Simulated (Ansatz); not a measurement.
# A hypothetical structure for HAuS2

Starting from a made-up structure for HAuS2, the aim is the relaxed cell, its shortest contacts and, where a second run follows, its electronic structure.

Method: DFT, PBE, plane-wave PAW, files of the set soft_1, scalar-relativistic, no spin, cell and ions relaxed at zero pressure; PAW set soft_1, in the first sound run; inputs show where later runs differ, in Ansatz 0.2.0.

## Step 1: Starting point

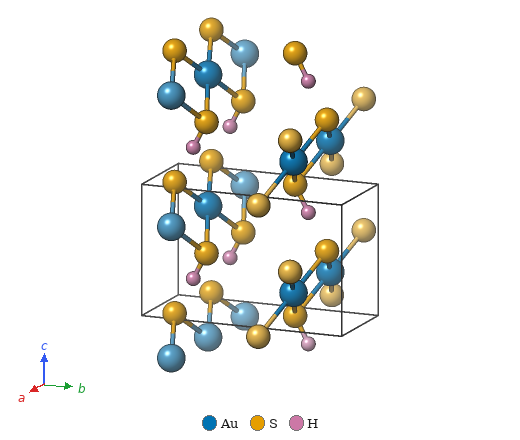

The cell as given, slightly off an axis (gold blue, sulfur orange, hydrogen pink). 1×1×2 cells are drawn. Some periodic images of atoms are drawn too.

## Step 2: Relaxation of the guess

The guess takes its coordinates from another compound and its volume from a rule, so the cell and any free coordinates are relaxed together.

Contents of input.yaml:

```yaml
crystal:
  lattice:
    - [3.757, 0.0, 0.0]
    - [0.0, 8.735, 0.0]
    - [0.0, 0.0, 5.437]
  atoms:
    - { symbol: Au, position: [0.0, 0.7597, 0.2935] }
    - { symbol: Au, position: [0.5, 0.2403, 0.7935] }
    - { symbol: S, position: [0.0, 0.1649, 0.0435] }
    - { symbol: S, position: [0.0, 0.3244, 0.5257] }
    - { symbol: S, position: [0.5, 0.6756, 0.0257] }
    - { symbol: S, position: [0.5, 0.8351, 0.5435] }
    - { symbol: H, position: [0.5, 0.7418, 0.8225] }
    - { symbol: H, position: [0.0, 0.2582, 0.3225] }
kpoints:
  mp_grid: { grid: [7, 3, 5] }
scf:
  occupations: { method: fermi_dirac, width: 0.05 }
hamiltonian:
  xc: pbe
  pseudopotentials: { kind: paw, azcp: { folder: soft_1 } }
relax:
  f_tol: 0.015
  max_steps: 70
  cell: {}
output:
  forces: true
  stress: true
```

Launch:

```console
$ ansatz run input.yaml --threads 4 --pin off --max-ram 10240MiB --backend cpu --events-out ev --progress --plain --runs-dir out
```

Numbers of over 12 decimals in the logs are rounded to 6 here.

What it wrote:

```text
Engine: ansatz 0.2.0, x86_64-unknown-linux-gnu
Pseudopotentials: kind: paw
Pseudopotential: Au, paw, valence charge 19, recommended cutoff 420 eV (normal), soft_1/Au.paw.azcp
Pseudopotential: S, paw, valence charge 6, recommended cutoff 420 eV (normal), soft_1/S.paw.azcp
Pseudopotential: H, paw, valence charge 1, recommended cutoff 420 eV (normal), soft_1/H.paw.azcp
Functional definition: PBE
  parameter kappa = 0.804
  parameter beta = 0.066725
  exchange = pbe_x(kappa = kappa, mu = beta*pi^2/3)
  correlation = pbe_c(beta = beta)
Crystal: 8 atoms, lattice volume = 178.428 Å³
Basis set: ecut = 420 eV, 3463 PW (Γ), exchange–correlation on 54×120×80 points (8 copies of the dense FFT grid, shifted against one another)
Bands: 40, of which v1, the nominal top of the filled ones, is band 32 counted from 1 (31 counted from 0)
Symmetry: 4 space group operations
Space group: Pmn21 (ITA 31), of the structure as read, at distance tolerance 5.6e-5 Å
k-points: 24 of 105 (time reversal used)
Non-local potential: Au, projectors of the file, l = 0: 3, l = 1: 2, l = 2: 2, l = 3: 1
Non-local potential: S, projectors of the file, l = 0: 2, l = 1: 2, l = 2: 1
Non-local potential: H, projectors of the file, l = 0: 2, l = 1: 1
PAW form: soft (Blöchl's): semilocal exchange-correlation on the pseudo side does not see the compensation charge
PAW one-centre angular grid: Au, 590 points (default); XC on 64 Gauss nodes
PAW one-centre angular grid: S, 110 points (default); XC on 64 Gauss nodes
PAW one-centre angular grid: H, 110 points (default); XC on 64 Gauss nodes
Initial density: superposition of atomic densities (chi_scale 0.1, normalization cell, long waves kept (reshape's long-wave potential 0.01 eV rms))
Initial wavefunctions: pseudopotential atomic-orbital guess
Functional: x = pbe(κ = 0.804, μ = 0.219515), c = pbe(β = 0.066725)
SCF iter   1: F=—  HF=-29944.189800 eV  |F-HF|=—  |Δ(HF+E_count)|=         —  Δρ=8.41e-2  dr2=1.70e1  ethr=3.10e-3  ⟨swp⟩=7.8  Hψ=4590  notcnv=0  defer=19
preconditioner: auto → Resta (q_TF=auto, 2.300 Å⁻¹)  ε∞=5.5  [insulator: Δε(μ)=1.196 eV  Ē_g=9.126 eV  σ=0.050 eV  W_gap=1.00  n_scr=38 (ndim 8)  ℏωp=19.3 eV  f_vac=0.134  D(μ)=0.00/eV (n_scr^D=0)  ε∞_Penn≈5.5]
SCF iter   2: F=—  HF=-29940.940386 eV  |F-HF|=—  |Δ(HF+E_count)|=    3.25e0  Δρ=2.85e-2  dr2=9.92e-1  ethr=3.10e-3  ⟨swp⟩=3.2  Hψ=2182  notcnv=0  defer=50
SCF iter   3: F=—  HF=-29940.710165 eV  |F-HF|=—  |Δ(HF+E_count)|=   2.30e-1  Δρ=1.36e-2  dr2=2.10e-1  ethr=1.55e-3  ⟨swp⟩=2.7  Hψ=1898  notcnv=0  defer=50
SCF iter   4: F=—  HF=-29940.664058 eV  |F-HF|=—  |Δ(HF+E_count)|=   4.61e-2  Δρ=2.99e-3  dr2=1.77e-2  ethr=3.29e-4  ⟨swp⟩=2.0  Hψ=1629  notcnv=0  defer=50
SCF iter   5: F=—  HF=-29940.665451 eV  |F-HF|=—  |Δ(HF+E_count)|=   1.39e-3  Δρ=9.12e-4  dr2=3.39e-3  ethr=2.76e-5  ⟨swp⟩=2.7  Hψ=1413  notcnv=0  defer=50
SCF iter   6: F=—  HF=-29940.666577 eV  |F-HF|=—  |Δ(HF+E_count)|=   1.13e-3  Δρ=3.75e-4  dr2=4.37e-4  ethr=5.30e-6  ⟨swp⟩=2.4  Hψ=1294  notcnv=0  defer=50
SCF iter   7: F=—  HF=-29940.667033 eV  |F-HF|=—  |Δ(HF+E_count)|=   4.56e-4  Δρ=8.38e-5  dr2=1.86e-5  ethr=6.83e-7  ⟨swp⟩=2.0  Hψ=1444  notcnv=0  defer=50
SCF iter   8: F=—  HF=-29940.667087 eV  |F-HF|=—  |Δ(HF+E_count)|=   5.42e-5  Δρ=1.96e-5  dr2=1.07e-6  ethr=2.90e-8  ⟨swp⟩=2.0  Hψ=1539  notcnv=0  defer=50
SCF iter   9: F=-29940.667090 eV  HF=-29940.667090 eV  |F-HF|=1.37e-7  |Δ(HF+E_count)|=   2.45e-6  Δρ=5.63e-6  dr2=8.58e-8  ethr=1.56e-10  ⟨swp⟩=4.1  Hψ=4345  notcnv=0
SCF 1 converged in 9 iterations: F = -29940.667090 eV  dr2 = 8.58e-8
  greatest PAW one-centre occupation: 1.000 electrons in one spin orbital (limit 2), on the Au atom at site 1 (counted from 0), in its partial waves of l = 0
relax step   1: F+E_penalty+E_count = -29940.66708982 eV  Δ(F+E_penalty+E_count) = +0.000e0 eV  max|allowed force component| = 6.427e0 eV/Å  Δτ_max = 0.0000 Å  P = +2.936 GPa  Ω = 178.428 Å³  (9 SCF iters, dr2 threshold 1.00e-7 eV, accepted)
Crystal: 8 atoms, lattice volume = 172.256 Å³
Basis set: ecut = 420 eV, 3317 PW (Γ), exchange–correlation on 54×120×80 points (8 copies of the dense FFT grid, shifted against one another)
Initial density: handed on by an earlier stage of this run
Initial wavefunctions: those handed on with the density
iter 1 solved again at ethr=8.16e-4 eV; its pass at ethr=3.10e-3 eV (dr2=5.22e-1 eV) is discarded
SCF iter   1: F=—  HF=-29942.537546 eV  |F-HF|=—  |Δ(HF+E_count)|=         —  Δρ=2.06e-2  dr2=5.23e-1  ethr=8.16e-4  ⟨swp⟩=1.9  Hψ=5568  notcnv=0
preconditioner: auto → Resta (q_TF=auto, 2.313 Å⁻¹)  ε∞=5.2  [insulator: Δε(μ)=1.073 eV  Ē_g=9.527 eV  σ=0.050 eV  W_gap=1.00  n_scr=40 (ndim 8)  ℏωp=19.6 eV  f_vac=0.155  D(μ)=0.00/eV (n_scr^D=0)  ε∞_Penn≈5.2]
SCF iter   2: F=—  HF=-29942.437666 eV  |F-HF|=—  |Δ(HF+E_count)|=   9.99e-2  Δρ=1.00e-2  dr2=7.81e-2  ethr=8.16e-4  ⟨swp⟩=3.8  Hψ=1664  notcnv=0
SCF iter   3: F=—  HF=-29942.428897 eV  |F-HF|=—  |Δ(HF+E_count)|=   8.77e-3  Δρ=3.03e-3  dr2=1.34e-2  ethr=1.22e-4  ⟨swp⟩=2.9  Hψ=1942  notcnv=0  defer=50
SCF iter   4: F=—  HF=-29942.428413 eV  |F-HF|=—  |Δ(HF+E_count)|=   4.84e-4  Δρ=7.00e-4  dr2=9.37e-4  ethr=2.09e-5  ⟨swp⟩=2.8  Hψ=1365  notcnv=0  defer=50
SCF iter   5: F=—  HF=-29942.428712 eV  |F-HF|=—  |Δ(HF+E_count)|=   2.99e-4  Δρ=2.28e-4  dr2=1.36e-4  ethr=1.46e-6  ⟨swp⟩=2.3  Hψ=1395  notcnv=0  defer=50
SCF iter   6: F=—  HF=-29942.428718 eV  |F-HF|=—  |Δ(HF+E_count)|=   5.27e-6  Δρ=1.18e-4  dr2=5.41e-5  ethr=2.13e-7  ⟨swp⟩=2.2  Hψ=1424  notcnv=0  defer=50
SCF iter   7: F=—  HF=-29942.428728 eV  |F-HF|=—  |Δ(HF+E_count)|=   1.05e-5  Δρ=2.91e-5  dr2=1.77e-6  ethr=8.45e-8  ⟨swp⟩=2.0  Hψ=1304  notcnv=0  defer=50
SCF iter   8: F=-29942.428732 eV  HF=-29942.428732 eV  |F-HF|=2.81e-7  |Δ(HF+E_count)|=   4.07e-6  Δρ=6.90e-6  dr2=1.06e-7  ethr=1.25e-9  ⟨swp⟩=5.0  Hψ=3645  notcnv=0
SCF 2 converged in 8 iterations: F = -29942.428732 eV  dr2 = 1.06e-7
relax step   2: F+E_penalty+E_count = -29942.42873242 eV  Δ(F+E_penalty+E_count) = -1.762e0 eV  max|allowed force component| = 1.205e0 eV/Å  Δτ_max = 0.1895 Å  P = +1.755 GPa  Ω = 172.256 Å³  energy of the carried Pulay correction = +1.754e-3 eV  (8 SCF iters, dr2 threshold 8.00e-7 eV, accepted)
Crystal: 8 atoms, lattice volume = 175.394 Å³
Basis set: ecut = 420 eV, 3401 PW (Γ), exchange–correlation on 54×120×80 points (8 copies of the dense FFT grid, shifted against one another)
iter 1 solved again at ethr=2.31e-4 eV; its pass at ethr=3.10e-3 eV (dr2=1.48e-1 eV) is discarded
SCF iter   1: F=—  HF=-29942.713701 eV  |F-HF|=—  |Δ(HF+E_count)|=         —  Δρ=1.35e-2  dr2=1.51e-1  ethr=2.31e-4  ⟨swp⟩=2.9  Hψ=5303  notcnv=0
[...]
relax step   5: F+E_penalty+E_count = -29942.76407132 eV  Δ(F+E_penalty+E_count) = -2.559e-2 eV  max|allowed force component| = 4.786e-2 eV/Å  Δτ_max = 0.0702 Å  P = +0.079 GPa  Ω = 177.993 Å³  energy of the carried Pulay correction = +1.218e-4 eV  (7 SCF iters, dr2 threshold 8.00e-7 eV, accepted)
relax step   6: F+E_penalty+E_count = -29942.76780439 eV  Δ(F+E_penalty+E_count) = -3.733e-3 eV  max|allowed force component| = 3.181e-2 eV/Å  Δτ_max = 0.0309 Å  P = -0.054 GPa  Ω = 179.187 Å³  energy of the carried Pulay correction = -2.114e-4 eV  (8 SCF iters, dr2 threshold 1.43e-7 eV, accepted)
relax step   7: F+E_penalty+E_count = -29942.76814218 eV  Δ(F+E_penalty+E_count) = -3.378e-4 eV  max|allowed force component| = 3.218e-2 eV/Å  Δτ_max = 0.0068 Å  P = -0.016 GPa  Ω = 179.817 Å³  energy of the carried Pulay correction = -3.863e-4 eV  (6 SCF iters, dr2 threshold 6.33e-8 eV, accepted)
relax step   8: F+E_penalty+E_count = -29942.76831036 eV  Δ(F+E_penalty+E_count) = -1.682e-4 eV  max|allowed force component| = 1.031e-2 eV/Å  Δτ_max = 0.0079 Å  P = +0.028 GPa  Ω = 180.519 Å³  energy of the carried Pulay correction = -5.805e-4 eV  (7 SCF iters, dr2 threshold 6.47e-8 eV, accepted)
relax step   9: F+E_penalty+E_count = -29942.76830521 eV  Δ(F+E_penalty+E_count) = +5.152e-6 eV  max|allowed force component| = 9.939e-3 eV/Å  Δτ_max = 0.0040 Å  P = +0.029 GPa  Ω = 180.883 Å³  energy of the carried Pulay correction = -6.808e-4 eV  (8 SCF iters, accepted)
relax step  10: F+E_penalty+E_count = -29942.76816665 eV  Δ(F+E_penalty+E_count) = +1.386e-4 eV  max|allowed force component| = 1.115e-2 eV/Å  Δτ_max = 0.0088 Å  P = +0.014 GPa  Ω = 181.530 Å³  energy of the carried Pulay correction = -8.588e-4 eV  (9 SCF iters, accepted)
relax step  11: F+E_penalty+E_count = -29942.77018737 eV  Δ(F+E_penalty+E_count) = -2.021e-3 eV  max|allowed force component| = 1.055e-2 eV/Å  Δτ_max = 0.0000 Å  P = +0.021 GPa  Ω = 181.530 Å³  stress off target by 5.61e-2 GPa  SCF on the basis re-selected at this cell (its energy is not comparable with the rows above)  (9 SCF iters)
relax step  12: F+E_penalty+E_count = -29942.77019648 eV  Δ(F+E_penalty+E_count) = -9.110e-6 eV  max|allowed force component| = 3.979e-3 eV/Å  Δτ_max = 0.0130 Å  P = +0.007 GPa  Ω = 182.727 Å³  energy of the carried Pulay correction = -2.733e-4 eV  (7 SCF iters, dr2 threshold 7.87e-9 eV, accepted)
relax step  13: F+E_penalty+E_count = -29942.77005576 eV  Δ(F+E_penalty+E_count) = +1.407e-4 eV  max|allowed force component| = 4.632e-3 eV/Å  Δτ_max = 0.0099 Å  P = +0.001 GPa  Ω = 183.573 Å³  energy of the carried Pulay correction = -4.721e-4 eV  (9 SCF iters, accepted)
Basis set: ecut = 420 eV, 3549 PW (Γ), exchange–correlation on 48×144×80 points (8 copies of the dense FFT grid, shifted against one another)
iter 1 solved again at ethr=1.48e-6 eV; its pass at ethr=3.10e-3 eV (dr2=9.47e-4 eV) is discarded
SCF iter   1: F=—  HF=-29942.769552 eV  |F-HF|=—  |Δ(HF+E_count)|=         —  Δρ=8.57e-5  dr2=4.12e-7  ethr=1.48e-6  ⟨swp⟩=3.4  Hψ=7353  notcnv=0
eigensolver tolerance schedule: the retry pair's looser diagonalisation over-reported the residual by 2299.07 of it (diagonalisation noise at an unbounded share of the residual, at the tolerance the schedule requests for it); recorded, not acted on — ethr = c·dr2/N_el stays at c = 1.0e-1
preconditioner: auto → Resta (q_TF=auto, 2.289 Å⁻¹)  ε∞=5.1  [insulator: Δε(μ)=1.109 eV  Ē_g=9.357 eV  σ=0.050 eV  W_gap=1.00  n_scr=42 (ndim 8)  ℏωp=19.0 eV  f_vac=0.192  D(μ)=0.00/eV (n_scr^D=0)  ε∞_Penn≈5.1]
SCF iter   2: F=—  HF=-29942.770321 eV  |F-HF|=—  |Δ(HF+E_count)|=   7.70e-4  Δρ=4.32e-5  dr2=1.05e-7  ethr=6.43e-10  ⟨swp⟩=4.1  Hψ=2408  notcnv=0
SCF iter   3: F=—  HF=-29942.770535 eV  |F-HF|=—  |Δ(HF+E_count)|=   2.14e-4  Δρ=5.99e-6  dr2=1.22e-8  ethr=1.64e-10  ⟨swp⟩=2.0  Hψ=1536  notcnv=0
SCF iter   4: F=—  HF=-29942.770539 eV  |F-HF|=—  |Δ(HF+E_count)|=   3.71e-6  Δρ=9.52e-7  dr2=1.39e-9  ethr=1.90e-11  ⟨swp⟩=2.0  Hψ=1536  notcnv=0
SCF iter   5: F=—  HF=-29942.770539 eV  |F-HF|=—  |Δ(HF+E_count)|=   2.67e-8  Δρ=4.57e-7  dr2=3.53e-10  ethr=2.17e-12  ⟨swp⟩=2.1  Hψ=1354  notcnv=0
SCF iter   6: F=-29942.770539 eV  HF=-29942.770539 eV  |F-HF|=1.09e-11  |Δ(HF+E_count)|=   2.36e-9  Δρ=1.00e-7  dr2=3.02e-11  ethr=1.00e-12  ⟨swp⟩=4.0  Hψ=4376  notcnv=0
SCF 14 converged in 6 iterations: F = -29942.770539 eV  dr2 = 3.02e-11
relax step  14: F+E_penalty+E_count = -29942.77053876 eV  Δ(F+E_penalty+E_count) = -4.830e-4 eV  max|allowed force component| = 4.679e-3 eV/Å  Δτ_max = 0.0000 Å  P = +0.000 GPa  Ω = 183.573 Å³  stress off target by 2.30e-3 GPa  SCF on the basis re-selected at this cell (its energy is not comparable with the rows above)  (6 SCF iters)
basis re-selected at this cell: Δ(F+E_penalty+E_count) = -4.830e-4 eV, ΔP = -0.001 GPa vs the last step (what re-selecting the basis moved, of the pressure what is left beyond the Pulay correction that the steps carried, after the strain that the cell walked since its last selection, with what the two solves' SCF thresholds leave and, on support functions, any second-order correction that the steps lacked; it is no measure of the basis error at this ecutwfc). The dense FFT grid was sized anew with the basis: this SCF ran on 24×72×40 points, the steps before it on 24×64×40, so part of this shift can come from that change (see relax.cell in the input reference). [rest of the remark cut]
SCF converged after 6 iterations
Free energy (F): -29942.770539 eV
Harris-Foulkes:  -29942.770539 eV  (|F-HF|=1.09e-11)
Internal energy: -29942.770535 eV  (E = F + TS)
E sigma→0 (E₀):  -29942.770537 eV
Entropy (-TS):   -0.000004 eV (-0.001 meV/atom)
Fermi energy:    4.808718 eV
--- Per-component energies (eV) ---
  E_band       = -1081.094245
  E_kinetic    = 1594.713361
  E_local      = -8476.538178  (includes V_loc(G=0)·N_el)
  E_nonlocal   = 331.584783
  E_hartree    = 3583.889646
  E_xc         = -800.100366
  E_vxc        = -871.225173  (∫ρ·V_xc dr)
  E_paw        = -21894.934921  (= ΣΔE_a)
  E_vpaw       = -827.409613  (= ΣTr[D̂ρ^β])
  E_aug_tail   = 0.001594  (compensation charges beyond the density's cutoff)
  E_ewald      = -4281.386454
  E_smearing   = -0.000004  (= −TS)
  E_closure    = -0.000000  (closes the sum)
  Σ components = -29942.770539   (vs F -29942.770539, Δ=0.00e0)
--- Forces (eV/Å), atoms counted from 1 ---
  atom   1  Au     0.00000000     0.00010328    -0.00091258
  atom   2  Au     0.00000000    -0.00010328    -0.00091258
  atom   3  S      0.00000000    -0.00005962     0.00156843
  atom   4  S     -0.00000000    -0.00294448    -0.00467850
  atom   5  S     -0.00000000     0.00294448    -0.00467850
  atom   6  S      0.00000000     0.00005962     0.00156843
  atom   7  H      0.00000000    -0.00296828     0.00402425
  atom   8  H      0.00000000     0.00296828     0.00402425
  max |Σ_I F_I| component: 3.22e-6 eV/Å
--- Stress (GPa, compression-positive) ---
       -0.002098       0.000000       0.000000
        0.000000       0.000965       0.000000
        0.000000       0.000000       0.002302
  P = ⅓ Tr σ = 0.0004 GPa (0.004 kbar)
--- Relaxed structure (12 steps of the walk, 12 accepted, 2 SCFs on fresh bases) ---
  F+E_penalty+E_count = -29942.77053876 eV   max|allowed force component| = 4.679e-3 eV/Å   (the final SCF, on the basis selected at the relaxed cell)
  cell:  # Å, volume = 183.5731 Å³
    - [3.536623, 0.0, 0.0]
    - [0.0, 9.592131, 0.0]
    - [0.0, 0.0, 5.411343]
  atoms:
    - { symbol: Au, position: [0, 0.772912, 0.280632] }
    - { symbol: Au, position: [0.5, 0.227088, 0.780632] }
    - { symbol: S, position: [0, 0.124877, 0.00452517] }
    - { symbol: S, position: [0, 0.336820, 0.554715] }
    - { symbol: S, position: [0.5, 0.663180, 0.054715] }
    - { symbol: S, position: [0.5, 0.875123, 0.504525] }
    - { symbol: H, position: [0.5, 0.750518, 0.845327] }
    - { symbol: H, position: [0, 0.249482, 0.345327] }
```

Wall time 30 s (4 threads of Intel Xeon Platinum 8559C (Emerald Rapids), shared host); peak memory 0.56 GiB; 1.8 min of CPU time.

The steps of the relaxation:

```tsv
step	energy less that of the first step (eV)	largest force component (eV/Å)	pressure (GPa)	volume (Å³)
1	0.0000	6.4270	2.94	178.43
2	-1.7616	1.2046	1.76	172.26
3	-2.0214	0.4666	0.52	175.39
4	-2.0714	0.1946	0.13	176.00
5	-2.0970	0.0479	0.08	177.99
6	-2.1007	0.0318	-0.05	179.19
7	-2.1011	0.0322	-0.02	179.82
8	-2.1012	0.0103	0.03	180.52
9	-2.1012	0.0099	0.03	180.88
10	-2.1011	0.0112	0.01	181.53
11*	-2.1031	0.0106	0.02	181.53
12	-2.1031	0.0040	0.01	182.73
13	-2.1030	0.0046	0.00	183.57
14*	-2.1034	0.0047	0.00	183.57
```

Relaxation steps marked * repeat the geometry before them on a plane-wave basis chosen anew for their cell, so energy and pressure can jump there.

The run keeps the 4 symmetry operations that it works with, so distortions that break them were not tested.

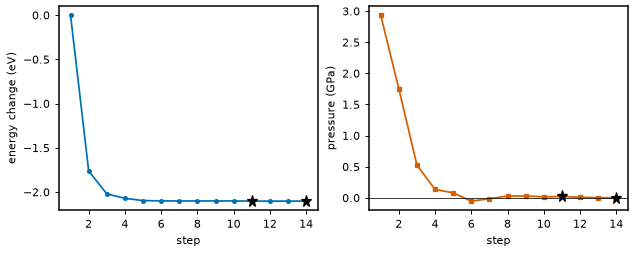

Energy and pressure along the relaxation. Stars mark steps on a basis chosen anew.

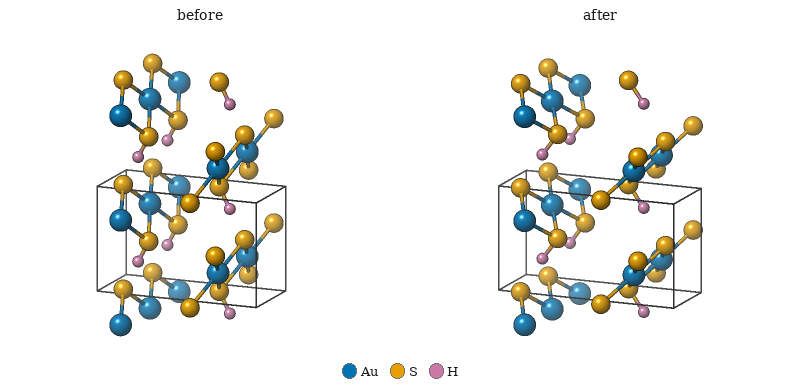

Before and after, at one scale.

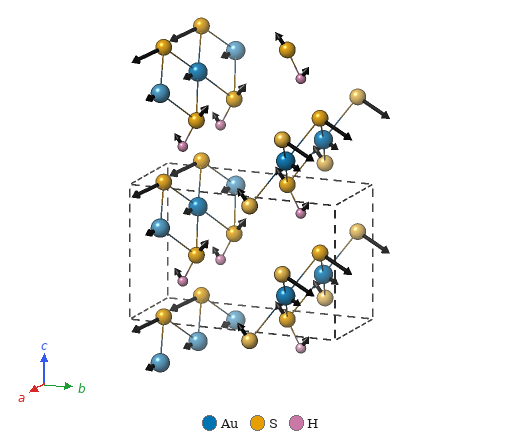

Displacements in the relaxation, exaggerated, measured against the changing cell; the longest in the cell stands for 0.44 Å. 1×1×2 cells are drawn. Some periodic images of atoms are drawn too.

```tsv
conventional cell, symmetrised	before	after	change
a (Å)	3.757	3.537	-5.9 %
b (Å)	8.735	9.592	+9.8 %
c (Å)	5.437	5.411	-0.5 %
volume (Å³/atom)	22.30	22.95	+2.9 %
```

The atoms that moved most (Å, as changes of fractional coordinates times the final cell):

```tsv
atom	dx	dy	dz	length
S6	0.000	0.384	-0.211	0.438
S3	0.000	-0.384	-0.211	0.438
S5	0.000	-0.119	0.157	0.197
S4	0.000	0.119	0.157	0.197
H7	0.000	0.084	0.124	0.149
H8	0.000	-0.084	0.124	0.149
Au1	0.000	0.127	-0.070	0.145
Au2	0.000	-0.127	-0.070	0.145
```

Numbers from this step:

```yaml
free_energy: -29942.7705 eV
fermi_energy: 4.809 eV
gap_by_band_count: 1.109 eV
electrons: 64
symmetry_operations: 4
pressure: 3.90e-4 GPa
```

Shortest distances by pair of elements, guess and relaxed (not always the same contact):

```tsv
pair	guess (Å)	relaxed (Å)
H–S	1.247	1.409
Au–S	2.410	2.357
Au–H	3.180	2.953
S–S	2.969	3.171
Au–Au	3.757	3.537
```

The relaxation ends with a largest force component of 0.0047 eV/Å and a pressure of 0.00 GPa.

[end of part 1 of 2]

[Logs are printed without paths, hosts, clocks, repeated set-up lines and the standing remarks that a program may print on its own settings, such as how far it seeks lower states.]

[Hosts, paths, dates, database ids (printed as entryN), source tags and the programs' standing remarks are cut or masked in the printed files.]
